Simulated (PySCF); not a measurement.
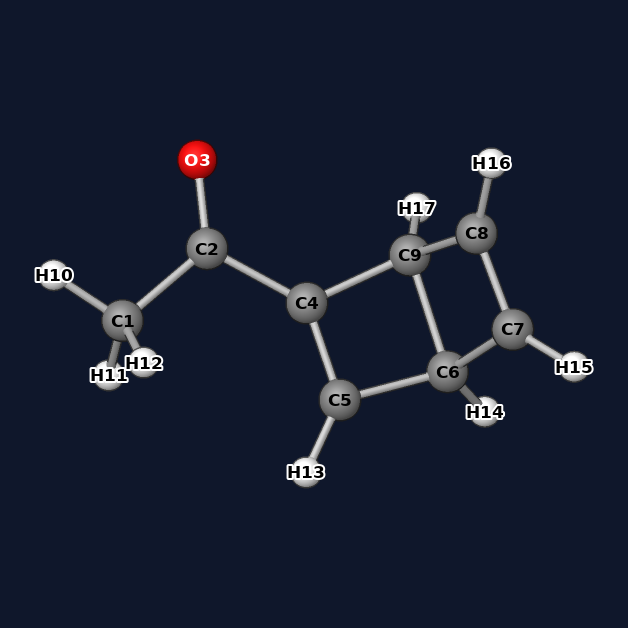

The questions are on Mulliken spin populations. Charge +1, doublet. The geometry was computed by an optimisation with GFN2-xTB. No frequency run is at hand to confirm it as a minimum. Level of theory: UKS B3LYP, pcH-1 on C H O, non-relativistic (PySCF 2.14.0).

Give the Mulliken spin populations atom by atom.

| atom | value (e) |
| --- | --- |
| C1 | 0.10 |
| C2 | −0.02 |
| O3 | 0.31 |
| C4 | 0.13 |
| C5 | −0.02 |
| C6 | 0.08 |
| C7 | 0.23 |
| C8 | 0.08 |
| C9 | 0.11 |
| H10 | 0.01 |
| H11 | 0.00 |
| H12 | 0.00 |
| H13 | 0.00 |
| H14 | 0.00 |
| H15 | 0.00 |
| H16 | 0.00 |
| H17 | 0.00 |

Mulliken values depend strongly on the basis set.
